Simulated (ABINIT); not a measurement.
# CdH2 (Fm-3m): from the cell to the phonon bands, part 2 of 5

How does CdH2 (Fm-3m) vibrate, and is this structure a minimum?

ABINIT 10.8.3; DFT LDA, scalar-relativistic, plane waves, PseudoDojo norm-conserving pseudopotentials.

So far. Step 5 (Relaxing the cell and atoms): The volume changes by +0.8 % in this run and stands -25.5 % from the first cell. Step 6 (Ground state): The cell stands at -0.63 GPa: the relaxation ran with a smoothed and higher cutoff and on another k mesh. The relaxed cell has a = 4.966 Å (conventional setting).

The structure was built from a prototype and need not be the compound's stable phase.

### Step 7. Zone-centre response

At q = 0 one unit cell holds all displacements. The response is solved for single atoms along the cell's directions, and symmetry skips those that follow from others. The crystal is treated as a metal, which screens a static field, so no field response is asked.

File dfpt_gamma.abi:

```

# common to the responses
getwfk_filepath "gso_WFK"
kptopt 2
nqpt 1
qpt 0.0 0.0 0.0
asr 0
chneut 0

# displacements
rfphon 1
rfatpol 1 3
rfdir 1 1 1
tolvrs 1.0d-10
prtwf 0

# basis, mesh and filling
ecut 47.0
ngkpt 12 12 12
nshiftk 1
shiftk 0.0 0.0 0.0
istwfk *1
occopt 6
tsmear 0.01
nband 18
nstep 100
diemac 1000000.0
prtebands 0
prtgsr 0
useylm 1

# cell and atoms
acell 6.635978309 6.635978309 6.635978309
rprim 
    -0.7071067812 0.0 0.7071067812
    0.0 0.7071067812 0.7071067812
    -0.7071067812 0.7071067812 0.0
ntypat 2
znucl 48 1
natom 3
typat 1 2 2
xred 
    0.0 0.0 0.0
    0.75 0.75 0.75
    0.25 0.25 0.25
pp_dirpath "./pseudo"
pseudos "Cd.upf, H.upf"
```

On the command line:

```
> OMP_NUM_THREADS=1 mpirun -n 4 abinit dfpt_gamma.abi > dfpt_gamma.log
```

Numbers of over 12 decimals in the logs are rounded to 6 here.

dfpt_gamma.abo, the main output file:

```text
[banners, grids, parts of the stress and lines that vanish by symmetry left out]
- input  file    -> dfpt_gamma.abi
- output file    -> dfpt_gamma.abo
- root for input  files -> dfpt_gammai
- root for output files -> dfpt_gammao

 Symmetries : space group Fm -3 m (#225); Bravais cF (face-center cubic)
================================================================================
 Values of the parameters that define the memory need of the present run (RF).
     intxc =       0      iscf =       7    lmnmax =      18     lnmax =       6
     mgfft =      45  mpssoang =       3    mqgrid =    3001     natom =       3
  nloc_mem =       1    nspden =       1   nspinor =       1    nsppol =       1
      nsym =      48    n1xccc =    2501    ntypat =       2    occopt =       6
   xclevel =       1
-    mband =          18        mffmem =           1         mkmem =         217
-   mkqmem =         217        mk1mem =         217           mpw =        3218
      nfft =       91125          nkpt =         868
- my_mband =          18
================================================================================
================================================================================

--------------------------------------------------------------------------------
------------- Echo of variables that govern the present computation ------------
--------------------------------------------------------------------------------
-
- outvars: echo of selected default values
-   iomode0 =  0 , fftalg0 =312 , wfoptalg0 =  0
-
- outvars: echo of global parameters not present in the input file
-  max_nthreads =    1
-
 -outvars: echo values of preprocessed input variables
 [... echo left out ...]
================================================================================

 chkinp: Checking input parameters for consistency.

[...]
== DATASET  1 ==================================================================
-   mpi_nproc: 4, omp_nthreads: 1 (-1 if OMP is not activated)

--- !DatasetInfo
iteration_state: {dtset: 1, }
dimensions: {natom: 3, nkpt: 868, mband: 18, nsppol: 1, nspinor: 1, nspden: 1, mpw: 3218, }
cutoff_energies: {ecut:  47.0, pawecutdg:  -1.0, }
electrons: {nelect:   2.20000000E+01, charge:   0.00000000E+00, occopt:   6.00000000E+00, tsmear:   1.00000000E-02, }
meta: {optdriver: 1, rfphon: 1, }
...

 mkfilename: getwfk from: gso_WFK

 Real(R)+Recip(G) space primitive vectors, cartesian coordinates (Bohr,Bohr^-1):
 R(1)= -4.6923453  0.0000000  4.6923453  G(1)= -0.1065565 -0.1065565  0.1065565
 R(2)=  0.0000000  4.6923453  4.6923453  G(2)=  0.1065565  0.1065565  0.1065565
 R(3)= -4.6923453  4.6923453  0.0000000  G(3)= -0.1065565  0.1065565 -0.1065565
 Unit cell volume ucvol=  2.0663309E+02 bohr^3
 Angles (23,13,12)=  6.00000000E+01  6.00000000E+01  6.00000000E+01 degrees
 setup1 : take into account q-point for computing boxcut.

 getcut: wavevector=  0.0000  0.0000  0.0000  ngfft=  45  45  45
         ecut(hartree)=     47.000   => boxcut(ratio)=   2.14849

--- Pseudopotential description ------------------------------------------------
- pspini: atom type   1  psp file is ./pseudo/Cd.upf

- pspini: atom type   2  psp file is ./pseudo/H.upf

   5.29746406E+02                                ecore*ucvol(ha*bohr**3)
--------------------------------------------------------------------------------

 ==>  initialize data related to q vector <==

 The list of irreducible perturbations for this q vector is:
    1)    idir= 1    ipert=   1
    2)    idir= 1    ipert=   2

[...]
The perturbation idir=   2  ipert=   1 is
 symmetric of a previously calculated perturbation.
 So, its SCF calculation is not needed.

 The perturbation idir=   3  ipert=   1 is
 symmetric of a previously calculated perturbation.
 So, its SCF calculation is not needed.

 The perturbation idir=   2  ipert=   2 is
 symmetric of a previously calculated perturbation.
 So, its SCF calculation is not needed.

 The perturbation idir=   3  ipert=   2 is
 symmetric of a previously calculated perturbation.
 So, its SCF calculation is not needed.

 The perturbation idir=   1  ipert=   3 is
 symmetric of a previously calculated perturbation.
 So, its SCF calculation is not needed.

 The perturbation idir=   2  ipert=   3 is
 symmetric of a previously calculated perturbation.
 So, its SCF calculation is not needed.

 The perturbation idir=   3  ipert=   3 is
 symmetric of a previously calculated perturbation.
 So, its SCF calculation is not needed.

--------------------------------------------------------------------------------
 Perturbation wavevector (in red.coord.)   0.000000  0.000000  0.000000
 Perturbation : displacement of atom   1   along direction   1
 Found     4 symmetries that leave the perturbation invariant.

[...]
dfpt_looppert : total number of electrons, from k and k+q
  fully or partially occupied states are    2.200000E+01 and    2.200000E+01.
 Initialisation of the first-order wave-functions :
  ireadwf=   0

--- !BeginCycle
iteration_state: {dtset: 1, }
solver: {iscf: 7, nstep: 100, nline: 4, wfoptalg: 0, }
tolerances: {tolvrs: 1.00E-10, }
...

     iter   2DEtotal(Ha)        deltaE(Ha) residm    vres2
-ETOT  1   5.712419     -1.825E+04 2.425E+02 9.830E+01
 ETOT  2 -0.136426     -5.849E+00 4.177E+00 3.784E+01
 ETOT  3 -0.160276     -2.385E-02 1.806E-01 9.126E-01
 ETOT  4 -0.160565     -2.883E-04 6.991E-01 1.642E-02
 ETOT  5 -0.160567     -2.507E-06 7.330E-03 5.753E-04
[...]
At SCF step   10       vres2   =  2.40E-12 < tolvrs=  1.00E-10 =>converged.
[...]
Mean square residual over all n,k,spin=   54.561E-08; max=  15.732E-04

 Thirteen components of 2nd-order total energy (hartree) are
 1,2,3: 0th-order hamiltonian combined with 1st-order wavefunctions
     kin0=   1.47820660E+04 eigvalue=   8.66761894E+02  local=  -9.54331971E+03
 4,5,6: 1st-order hamiltonian combined with 1st and 0th-order wfs
 loc psp =  -1.37898187E+04  Hartree=   3.94496816E+03     xc=  -5.51148409E+02
 note that "loc psp" includes a xc core correction that could be resolved
 7,8,9: eventually, occupation + non-local contributions
    edocc=   2.08268970E+02     enl0=   8.54709423E+03   enl1=  -2.27195636E+04
 1-9 gives the relaxation energy (to be shifted if some occ is /=2.0)
   erelax=  -1.82546911E+04
 10,11,12 Non-relaxation  contributions : frozen-wavefunctions and Ewald
 fr.local=   6.96413431E+03 fr.nonlo=   1.13730867E+04  Ewald=   3.57074339E+01
 13,14 Frozen wf xc core corrections (1) and (2)
 frxc 1  =  -8.78209704E+02  frxc 2 =   7.59811852E+02
 Resulting in :
 2DEtotal=   -0.1605673994E+00 Ha. Also 2DEtotal=   -0.436926152250E+01 eV
    (2DErelax=   -1.8254691136E+04 Ha. 2DEnonrelax=    1.8254530568E+04 Ha)
    (  non-var. 2DEtotal :   -1.6056662702E-01 Ha)

[...]
Perturbation wavevector (in red.coord.)   0.000000  0.000000  0.000000
 Perturbation : displacement of atom   2   along direction   1
 Found     2 symmetries that leave the perturbation invariant.

--------------------------------------------------------------------------------

--------------------------------------------------------------------------------

 dfpt_looppert : total number of electrons, from k and k+q
  fully or partially occupied states are    2.200000E+01 and    2.200000E+01.
 Initialisation of the first-order wave-functions :
  ireadwf=   0

--- !BeginCycle
iteration_state: {dtset: 1, }
solver: {iscf: 7, nstep: 100, nline: 4, wfoptalg: 0, }
tolerances: {tolvrs: 1.00E-10, }
...

     iter   2DEtotal(Ha)        deltaE(Ha) residm    vres2
-ETOT  1  0.439333     -4.055E+01 4.810E+00 1.003E+03
[...]
ETOT  9  0.292755     -7.626E-11 1.546E-04 6.557E-10
 ETOT 10  0.292755     -5.471E-13 4.862E-05 3.722E-12

 At SCF step   10       vres2   =  3.72E-12 < tolvrs=  1.00E-10 =>converged.
[...]
Mean square residual over all n,k,spin=   11.635E-09; max=  48.619E-06

 Thirteen components of 2nd-order total energy (hartree) are
 1,2,3: 0th-order hamiltonian combined with 1st-order wavefunctions
     kin0=   3.89591765E+01 eigvalue=  -1.19360778E+00  local=  -6.83083253E+00
 4,5,6: 1st-order hamiltonian combined with 1st and 0th-order wfs
 loc psp =  -5.87509175E+01  Hartree=   8.84273774E+00     xc=  -5.39331186E+00
 note that "loc psp" includes a xc core correction that could be resolved
 7,8,9: eventually, occupation + non-local contributions
    edocc=   6.67807875E+00     enl0=  -3.65387301E-01   enl1=  -2.26427895E+01
 1-9 gives the relaxation energy (to be shifted if some occ is /=2.0)
   erelax=  -4.06968535E+01
 10,11,12 Non-relaxation  contributions : frozen-wavefunctions and Ewald
 fr.local=   1.11969872E+01 fr.nonlo=   1.10462186E+01  Ewald=   1.87464028E+01
 13,14 Frozen wf xc core corrections (1) and (2)
 frxc 1  =   0.00000000E+00  frxc 2 =   0.00000000E+00
 Resulting in :
 2DEtotal=    0.2927550402E+00 Ha. Also 2DEtotal=    0.796627047448E+01 eV
    (2DErelax=   -4.0696853510E+01 Ha. 2DEnonrelax=    4.0989608550E+01 Ha)
    (  non-var. 2DEtotal :    2.9275502858E-01 Ha)

[...]
---- first-order wavefunction calculations are completed ----

 ==> Compute Derivative Database <==

 [... matrices left out ...]
  Phonon wavevector (reduced coordinates) :  0.00000  0.00000  0.00000
 Phonon energies in Hartree :
  -1.022559E-03 -1.022559E-03 -1.022559E-03  2.525197E-05  2.525197E-05
   2.525197E-05  2.874611E-03  2.874611E-03  2.874611E-03
 Phonon frequencies in cm-1    :
- -2.244258E+02 -2.244258E+02 -2.244258E+02  5.542167E+00  5.542167E+00
-  5.542167E+00  6.309042E+02  6.309042E+02  6.309042E+02

== END DATASET(S) ==============================================================
================================================================================

 -outvars: echo values of variables after computation
            acell      6.6359783090E+00  6.6359783090E+00  6.6359783090E+00 Bohr
           etotal      2.9275504021E-01
            fcart      0.0000000000E+00  0.0000000000E+00  0.0000000000E+00
           strten      0.0000000000E+00  0.0000000000E+00  0.0000000000E+00
================================================================================
```

Elapsed: 7.9 min, on 4 MPI ranks of Arm Neoverse V1, shared host; 32 min of CPU time.

Read from the output:

- largest acoustic frequency at the zone centre before the sum rule: 5.54 cm⁻¹
- highest optical zone-centre mode (no LO-TO term): 630.9 cm⁻¹
- lowest optical zone-centre mode: -224.4 cm⁻¹

The acoustic modes at Γ come out as far as 5.5 cm⁻¹ from zero, where they should vanish, a small numerical error. The lowest optical mode is imaginary, 224i cm⁻¹, an instability at this level and on this k mesh.

### Step 8. Modes with the sum rule

anaddb reads the merged derivatives and imposes the acoustic sum rule.

File anaddb.abi:

```
ddb_filepath "gamma_DDB"
output_file "anaddb.abo"
outdata_prefix "anaddb"
asr 1
chneut 1
enunit 2
eivec 1
nph1l 1
qph1l 0.0 0.0 0.0 1.0
```

File mrgddb.in:

```
gamma_DDB
merged
2
dfpt_gammao_DDB
gso_DDB
```

On the command line:

```
> mrgddb < mrgddb.in > mrgddb.log
> OMP_NUM_THREADS=1 anaddb anaddb.abi > anaddb.log
```

anaddb.abo, the main output file:

```text
-outvars_anaddb: echo values of input variables ----------------------

 Miscellaneous information :
      enunit         2
       eivec         1
         asr         1
 First list of wavevector (reduced coord.) :
       nph1l         1
       qph1l
                     0.00000000E+00  0.00000000E+00  0.00000000E+00    1.000E+00

================================================================================

 read the DDB information and perform some checks

  ==== Info on the Cryst% object ====
 Real(R)+Recip(G) space primitive vectors, cartesian coordinates (Bohr,Bohr^-1):
 R(1)= -4.6923453  0.0000000  4.6923453  G(1)= -0.1065565 -0.1065565  0.1065565
 R(2)=  0.0000000  4.6923453  4.6923453  G(2)=  0.1065565  0.1065565  0.1065565
 R(3)= -4.6923453  4.6923453  0.0000000  G(3)= -0.1065565  0.1065565 -0.1065565
 Unit cell volume ucvol=  2.0663309E+02 bohr^3
 Angles (23,13,12)=  6.00000000E+01  6.00000000E+01  6.00000000E+01 degrees
 Time-reversal symmetry is present
 Reduced atomic positions [iatom, xred, symbol]:
    1)    0.0000000  0.0000000  0.0000000  Cd
    2)    0.7500000  0.7500000  0.7500000   H
    3)    0.2500000  0.2500000  0.2500000   H

 DDB file with 3 blocks has been read.

================================================================================

 Treat the first list of vectors

  Phonon wavevector (reduced coordinates) :  0.00000  0.00000  0.00000
 Phonon energies in Hartree :
  -1.022975E-03 -1.022975E-03 -1.022975E-03  3.018697E-08  3.023230E-08
   3.036807E-08  2.874462E-03  2.874462E-03  2.874462E-03
 Phonon energies in meV     :
- -2.783657E+01 -2.783657E+01 -2.783657E+01  8.214292E-04  8.226629E-04
-  8.263574E-04  7.821811E+01  7.821811E+01  7.821811E+01
 Phonon frequencies in cm-1    :
- -2.245170E+02 -2.245170E+02 -2.245170E+02  6.625273E-03  6.635224E-03
-  6.665022E-03  6.308716E+02  6.308716E+02  6.308716E+02
 Phonon frequencies in Thz     :
- -6.730851E+00 -6.730851E+00 -6.730851E+00  1.986207E-04  1.989190E-04
-  1.998123E-04  1.891305E+01  1.891305E+01  1.891305E+01
 Phonon energies in Kelvin  :
- -3.230299E+02 -3.230299E+02 -3.230299E+02  9.532290E-03  9.546607E-03
-  9.589479E-03  9.076834E+02  9.076834E+02  9.076834E+02

 Eigendisplacements
 (will be given, for each mode : in cartesian coordinates
   for each atom the real part of the displacement vector,
   then the imaginary part of the displacement vector - absolute values smaller than 1.0d-7 are set to zero)
  Mode number    1   Energy   -1.022975E-03
 Attention : low frequency mode.
   (Could be unstable or acoustic mode)
-  1  0.00000000E+00  0.00000000E+00  2.93149009E-04
-     0.00000000E+00  0.00000000E+00  0.00000000E+00
-  2 -3.01551683E-07  1.03386901E-06 -1.63504496E-02
-     0.00000000E+00  0.00000000E+00  0.00000000E+00
-  3 -3.01551683E-07  1.03386901E-06 -1.63504496E-02
-     0.00000000E+00  0.00000000E+00  0.00000000E+00
  Mode number    2   Energy   -1.022975E-03
 Attention : low frequency mode.
   (Could be unstable or acoustic mode)
-  1  0.00000000E+00 -2.93149009E-04  0.00000000E+00
-     0.00000000E+00  0.00000000E+00  0.00000000E+00
-  2 -7.43213474E-07  1.63504495E-02  1.03388272E-06
-     0.00000000E+00  0.00000000E+00  0.00000000E+00
-  3 -7.43213474E-07  1.63504495E-02  1.03388272E-06
-     0.00000000E+00  0.00000000E+00  0.00000000E+00
  Mode number    3   Energy   -1.022975E-03
 Attention : low frequency mode.
   (Could be unstable or acoustic mode)
-  1  2.93149009E-04  0.00000000E+00  0.00000000E+00
-     0.00000000E+00  0.00000000E+00  0.00000000E+00
-  2 -1.63504496E-02 -7.43232540E-07  3.01504687E-07
-     0.00000000E+00  0.00000000E+00  0.00000000E+00
-  3 -1.63504496E-02 -7.43232540E-07  3.01504687E-07
-     0.00000000E+00  0.00000000E+00  0.00000000E+00
  Mode number    4   Energy    3.018697E-08
 Attention : low frequency mode.
   (Could be unstable or acoustic mode)
-  1  0.00000000E+00  0.00000000E+00  2.18956394E-03
-     0.00000000E+00  0.00000000E+00  0.00000000E+00
-  2  0.00000000E+00  0.00000000E+00  2.18907428E-03
-     0.00000000E+00  0.00000000E+00  0.00000000E+00
-  3  0.00000000E+00  0.00000000E+00  2.18907428E-03
-     0.00000000E+00  0.00000000E+00  0.00000000E+00
  Mode number    5   Energy    3.023230E-08
 Attention : low frequency mode.
   (Could be unstable or acoustic mode)
-  1  2.16002315E-07  2.18956393E-03  0.00000000E+00
-     0.00000000E+00  0.00000000E+00  0.00000000E+00
-  2  2.15954011E-07  2.18907427E-03  0.00000000E+00
-     0.00000000E+00  0.00000000E+00  0.00000000E+00
-  3  2.15954011E-07  2.18907427E-03  0.00000000E+00
-     0.00000000E+00  0.00000000E+00  0.00000000E+00
  Mode number    6   Energy    3.036807E-08
 Attention : low frequency mode.
   (Could be unstable or acoustic mode)
-  1  2.18956393E-03 -2.16002325E-07  0.00000000E+00
-     0.00000000E+00  0.00000000E+00  0.00000000E+00
-  2  2.18907427E-03 -2.15954020E-07  0.00000000E+00
-     0.00000000E+00  0.00000000E+00  0.00000000E+00
-  3  2.18907427E-03 -2.15954020E-07  0.00000000E+00
-     0.00000000E+00  0.00000000E+00  0.00000000E+00
  Mode number    7   Energy    2.874462E-03
-  1  0.00000000E+00  0.00000000E+00  0.00000000E+00
-     0.00000000E+00  0.00000000E+00  0.00000000E+00
-  2  0.00000000E+00  0.00000000E+00  1.64963405E-02
-     0.00000000E+00  0.00000000E+00  0.00000000E+00
-  3  0.00000000E+00  0.00000000E+00 -1.64963405E-02
-     0.00000000E+00  0.00000000E+00  0.00000000E+00
  Mode number    8   Energy    2.874462E-03
-  1  0.00000000E+00  0.00000000E+00  0.00000000E+00
-     0.00000000E+00  0.00000000E+00  0.00000000E+00
-  2  2.04068685E-06 -1.64963403E-02  0.00000000E+00
-     0.00000000E+00  0.00000000E+00  0.00000000E+00
-  3 -2.04068685E-06  1.64963403E-02  0.00000000E+00
-     0.00000000E+00  0.00000000E+00  0.00000000E+00
  Mode number    9   Energy    2.874462E-03
-  1  0.00000000E+00  0.00000000E+00  0.00000000E+00
-     0.00000000E+00  0.00000000E+00  0.00000000E+00
-  2  1.64963403E-02  2.04068685E-06  0.00000000E+00
-     0.00000000E+00  0.00000000E+00  0.00000000E+00
-  3 -1.64963403E-02 -2.04068685E-06  0.00000000E+00
-     0.00000000E+00  0.00000000E+00  0.00000000E+00

 Analysis of degeneracies and characters (maximum tolerance=1.00E-06 a.u.)
 For each vibration mode, or group of modes if degenerate,
 the characters are given for each symmetry operation (see the list in the log file).
 Symmetry characters of vibration mode #   1
       degenerate with vibration modes #   2 to    3
  3.0 -3.0 -1.0  1.0 -1.0  1.0 -1.0  1.0  1.0 -1.0 -1.0  1.0  1.0 -1.0 -1.0  1.0
 -0.0  0.0  0.0 -0.0 -0.0  0.0  0.0 -0.0  1.0 -1.0 -1.0  1.0 -1.0  1.0  1.0 -1.0
  0.0 -0.0 -0.0  0.0 -0.0  0.0  0.0 -0.0  1.0 -1.0  1.0 -1.0 -1.0  1.0 -1.0  1.0
 Symmetry characters of vibration mode #   4
       degenerate with vibration modes #   5 to    6
  3.0 -3.0 -1.0  1.0 -1.0  1.0 -1.0  1.0  1.0 -1.0 -1.0  1.0  1.0 -1.0 -1.0  1.0
  0.0 -0.0 -0.0  0.0  0.0 -0.0 -0.0  0.0  1.0 -1.0 -1.0  1.0 -1.0  1.0  1.0 -1.0
  0.0 -0.0  0.0 -0.0 -0.0  0.0 -0.0  0.0  1.0 -1.0  1.0 -1.0 -1.0  1.0 -1.0  1.0
 Symmetry characters of vibration mode #   7
       degenerate with vibration modes #   8 to    9
  3.0  3.0 -1.0 -1.0 -1.0 -1.0 -1.0 -1.0  1.0  1.0 -1.0 -1.0  1.0  1.0 -1.0 -1.0
  0.0  0.0 -0.0 -0.0  0.0  0.0 -0.0 -0.0  1.0  1.0 -1.0 -1.0 -1.0 -1.0  1.0  1.0
  0.0  0.0  0.0  0.0 -0.0 -0.0 -0.0 -0.0  1.0  1.0  1.0  1.0 -1.0 -1.0 -1.0 -1.0
-
```

Elapsed: 0.5 s, on 1 thread.

This step gave:

```yaml
lowest_optical_zone_centre_mode: -224.5 cm⁻¹
```

No LO-TO term; unit eigenvectors of the mass-weighted matrix, from anaddb's displacements. The modes at Γ (shares of kinetic energy by element, %) (negative means imaginary):

| mode | frequency (cm⁻¹) | symmetry | Cd % | H % |
| --- | --- | --- | --- | --- |
| 1 | -224.5 | T1u | 2 | 98 |
| 2 | -224.5 | T1u | 2 | 98 |
| 3 | -224.5 | T1u | 2 | 98 |
| 4 | 0.0 | acoustic | 98 | 2 |
| 5 | 0.0 | acoustic | 98 | 2 |
| 6 | 0.0 | acoustic | 98 | 2 |
| 7 | 630.9 | T2g | 0 | 100 |
| 8 | 630.9 | T2g | 0 | 100 |
| 9 | 630.9 | T2g | 0 | 100 |

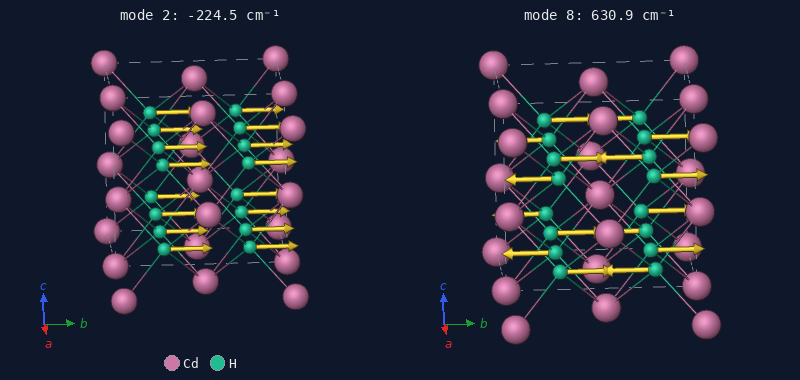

Displacement patterns of modes 2 and 8 at Γ; arrows are exaggerated. 2×1×1 conventional cells are drawn. Some periodic images of atoms are drawn too.

The rule moves no optical mode by more than 0.1 cm⁻¹.

(Part 2 of 5 ends here.)

[Host names and launcher messages were left out of these logs when they were recorded.]

[Logs are printed without paths, hosts, clocks, repeated set-up lines and the standing remarks that a program may print on its own settings, such as how far it seeks lower states.]

[Hosts, paths, dates, database ids (printed as entryN), source tags and the programs' standing remarks are cut or masked in the printed files.]
